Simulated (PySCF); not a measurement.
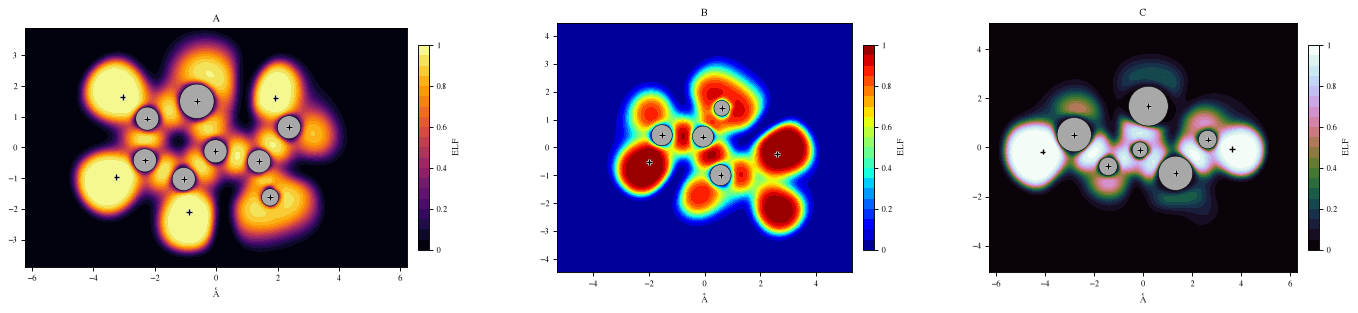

The electron localisation function of 3 systems, each on a plane through atoms (crosses mark nuclei in the plane; grey discs cover the cores).

All numbers below come from PBE0/pcSseg-1, SCF density, gas phase, non-relativistic (PySCF).

System 1: C$_{6}$H$_{8}$O$_{2}$SSi (SMILES O=C(C[SiH2]O)c1cccs1), the plane of atoms C8, C9 and S10. Geometry: GFN2-xTB.

```xyz
18

O    -1.7774    0.9138   -0.0743
C    -0.5737    0.7479    0.0992
C     0.4206    1.7298   -0.3804
Si    0.3303    1.6606   -2.3098
O    -1.2320    1.5933   -2.7016
C    -0.0879   -0.4851    0.7098
C    -0.8700   -1.5082    1.1866
C    -0.1241   -2.5717    1.7194
C     1.2181   -2.3526    1.6419
S     1.5965   -0.8447    0.9262
H     0.1039    2.7299   -0.0913
H     1.4192    1.5414   -0.0015
H     1.0260    0.4547   -2.7562
H     0.8940    2.8952   -2.8396
H    -1.8621    1.4277   -1.9875
H    -1.9438   -1.4716    1.1467
H    -0.5599   -3.4597    2.1413
H     2.0135   -2.9947    1.9660
```

System 2: C$_{5}$H$_{12}$O$_{2}$Si, the plane of atoms C2, C4 and O5. Geometry: GFN2-xTB.

```xyz
20

C    -2.0150    1.0297   -0.4777
C    -1.0867    0.0451    0.2424
C    -1.3805    0.0103    1.7385
C     0.3423    0.4868   -0.0233
O     0.9655    1.1708    0.7688
C     0.9627   -0.0153   -1.2674
Si    2.2579   -1.3223   -0.6806
O     3.0621   -0.6681    0.5545
H    -1.8037    1.0540   -1.5449
H    -3.0533    0.7385   -0.3362
H    -1.8785    2.0313   -0.0755
H    -1.2266   -0.9524   -0.1872
H    -0.7522   -0.7291    2.2303
H    -2.4230   -0.2425    1.9162
H    -1.1711    0.9818    2.1795
H     1.5224    0.7810   -1.7541
H     0.2389   -0.4287   -1.9609
H     3.1999   -1.5676   -1.7642
H     1.5389   -2.5212   -0.2493
H     2.6949    0.1286    0.9566
```

System 3: C$_{2}$H$_{13}$AlN$_{2}$Si$_{2}$, the plane of atoms C1, Si2 and N4. Geometry: GFN2-xTB.

```xyz
20

C    -2.4310    0.1692    0.7398
Si   -1.3030    0.3877   -0.7704
N    -1.7735   -0.7729   -1.9595
N     0.2557    0.2290   -0.0135
Al    0.1335   -0.0219    1.7769
C     1.4565    0.2804   -0.8460
Si    2.9863   -0.0245    0.2305
H    -2.3660   -0.8472    1.1284
H    -2.1027    0.8465    1.5343
H    -3.4711    0.3832    0.5261
H    -1.4578    1.6778   -1.4536
H    -1.9369   -1.7270   -1.6792
H    -1.3269   -0.7542   -2.8612
H     0.2926    1.1663    2.7551
H     0.0519   -1.4533    2.3603
H     1.5186    1.2525   -1.3495
H     1.3869   -0.4680   -1.6451
H     3.0308    0.9969    1.2858
H     2.8676   -1.3517    0.8514
H     4.1831    0.0419   -0.6136
```

> Which map belongs to which system?

Panel A is system 1, C$_{6}$H$_{8}$O$_{2}$SSi: the plane holds O, C, S and H. C–O (1.23 Å): the ELF peaks at about 0.85 between the atoms (a short, multiple covalent bond). Panel B is system 2, C$_{5}$H$_{12}$O$_{2}$Si: the plane holds C, O and H. C–O (1.22 Å): the ELF peaks at about 0.85 between the atoms: a multiple bond. Panel C is system 3, C$_{2}$H$_{13}$AlN$_{2}$Si$_{2}$: the plane holds C, Si, N, Al and H. C–N (1.46 Å): the ELF peaks at about 0.90 between the atoms (a covalent bond).
